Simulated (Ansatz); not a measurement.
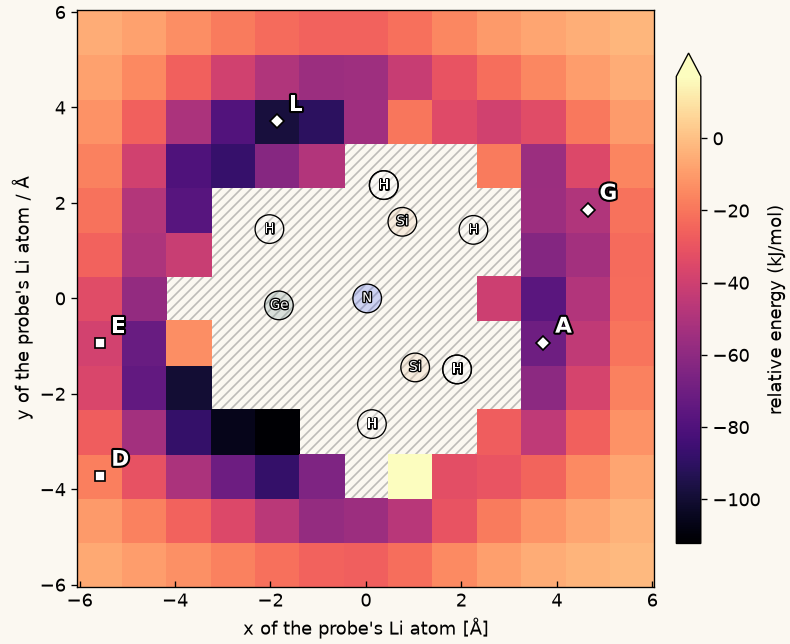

GeH₇NSi₂ (SMILES [SiH3][N]([SiH3])[GeH]) with the probe Li+. 
- The probe is moved over the molecule's main plane.
- First axis: x of the probe's Li atom. Second axis: y of the probe's Li atom.
- Nothing is relaxed (molecule and probe rigid).
- The scan uses a 13 × 13 grid. At 43 points there is no value (left out of the scan, as a rule where atoms come close).
- Points are written as (first, second).
- All energies are given in kJ/mol relative to molecule and probe far apart, each relaxed in its own basis (no counterpoise correction).
- Energies and slopes of some neighbouring points disagree (a jump in structure or state, or too coarse a mesh).
- Theory: Ansatz, RKS PBE0-D4/def2-SVP.

In the figure: one coloured cell a grid point, labelled circles for the molecule's atoms, projected on the plane, one colour for all values above the top of the scale, hatched blanks where no value was computed, lettered points.

Q: Rank the lettered points by energy, lowest first.

A: L (−98 kJ/mol), A (−70 kJ/mol), G (−49 kJ/mol), E (−39 kJ/mol), D (−17 kJ/mol).
